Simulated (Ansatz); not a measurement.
**CH₆AlNO (SMILES C[O][AlH][NH2]): density, localisation and related maps**

Input file:

```
crystal:
  periodic: [false, false, false]
  atoms:
    - {symbol: C, position_ang: [-1.599906, 0.245106, -1.107051]}
    - {symbol: O, position_ang: [-0.298979, 0.297388, -0.607387]}
    - {symbol: Al, position_ang: [0.479610, -0.345334, 0.744364]}
    - {symbol: N, position_ang: [2.192137, 0.015176, 0.937262]}
    - {symbol: H, position_ang: [-1.605583, -0.203590, -2.106632]}
    - {symbol: H, position_ang: [-2.275323, -0.342737, -0.471388]}
    - {symbol: H, position_ang: [-2.014744, 1.255604, -1.192114]}
    - {symbol: H, position_ang: [-0.292852, -1.233170, 1.797456]}
    - {symbol: H, position_ang: [2.756683, -0.312895, 1.703069]}
    - {symbol: H, position_ang: [2.742057, 0.573354, 0.305321]}
basis:
  gaussian: {orbitals: def2-TZVPP}
hamiltonian: {xc: pbe0, dispersion: d4}
output: {orbitals: {seedname: orbitals}}
```

Run with:

```sh
ansatz run in.yaml --threads 2 --pin off --events-out ev --progress --plain --max-ram 32768MiB --backend cpu
```

Geometry: PBE0-D4/def2-TZVP.

The calculation used RKS PBE0-D4/def2-TZVPP (Ansatz).

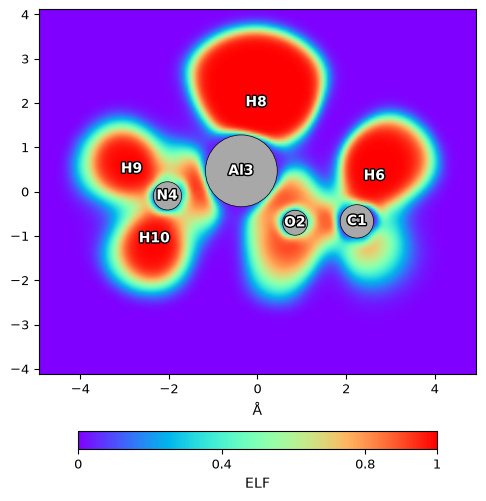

Figure 1. Electron localisation function on the plane of atoms H9, N4 and H10. Grey discs cover the atomic cores.

What do the fields say about this system?

- Atoms in the plane: C, O, Al, N and H.
- C–O (1.39 Å): the ELF peaks at about 0.85 between the atoms: a shared but strongly polarised pair.
- Al–O (1.69 Å): the ELF peaks at about 0.85 in the valence shell of O, 0.6 Å from its nucleus, and is about 0.45 at the midpoint.
- Al–N (1.76 Å): the ELF peaks at about 0.90 between the atoms; a polar covalent bond.
- N–H (1.01 Å): the ELF climbs to about 1 towards the hydrogen, as it does in any bond to H; a covalent bond by its length.
- C–H (1.10 Å): the ELF climbs to about 1 towards the hydrogen: an ordinary covalent bond to hydrogen.
- The ELF also peaks beside O2, away from the bonds: lone-pair regions.

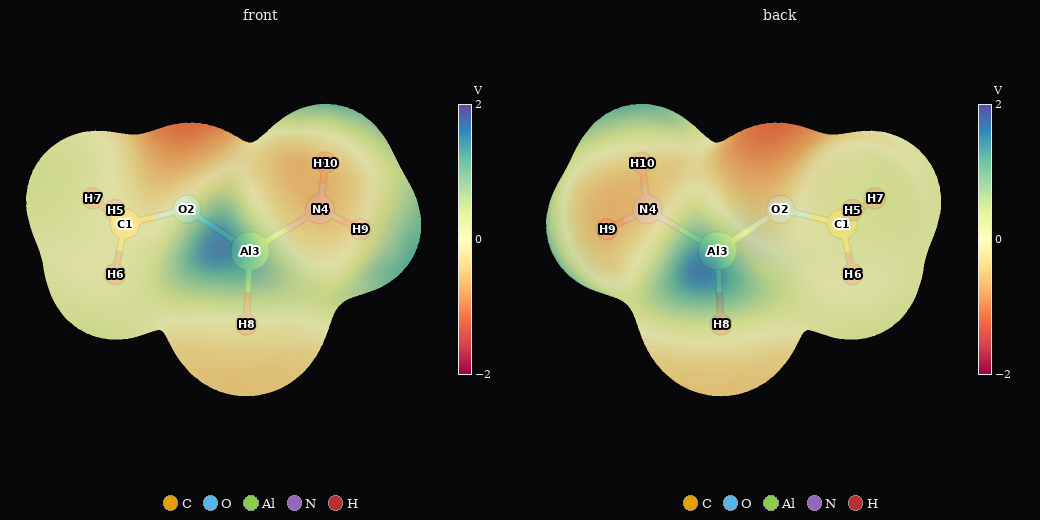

Figure 2. The electrostatic potential painted on the density surface at 0.001 e/bohr³, seen from the front and from behind; the colour scale runs from red (negative) to blue (positive).

Where is the surface potential most negative and most positive?

The most negative region (about −1.1 V, or −25 kcal/mol for a unit charge) lies over O2, the most positive (about +1.6 V, or +37 kcal/mol for a unit charge) over Al3. O2 is the likeliest acceptor of a hydrogen bond.

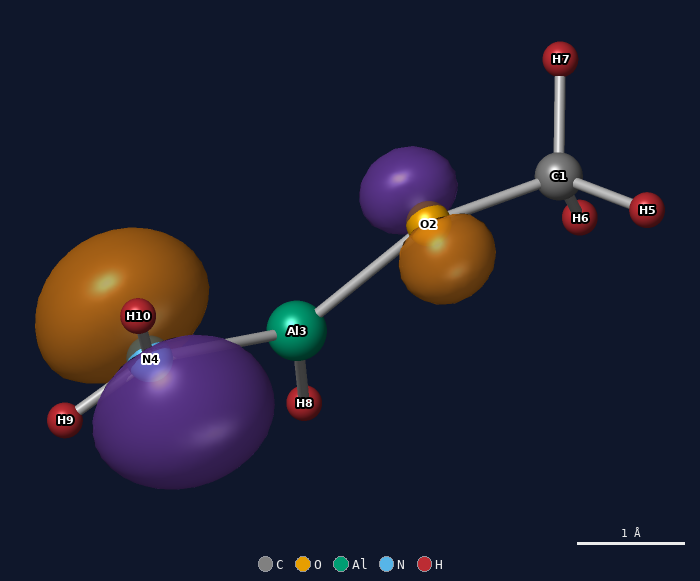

Figure 3. The HOMO at ±0.2 Å⁻³ᐟ² (orange and purple are the two phases), seen at an oblique angle.

Describe this orbital and give its energy.

It lies mainly on N4 (about 60 %) and O2 (about 10 %). Its energy is −7.30 eV.
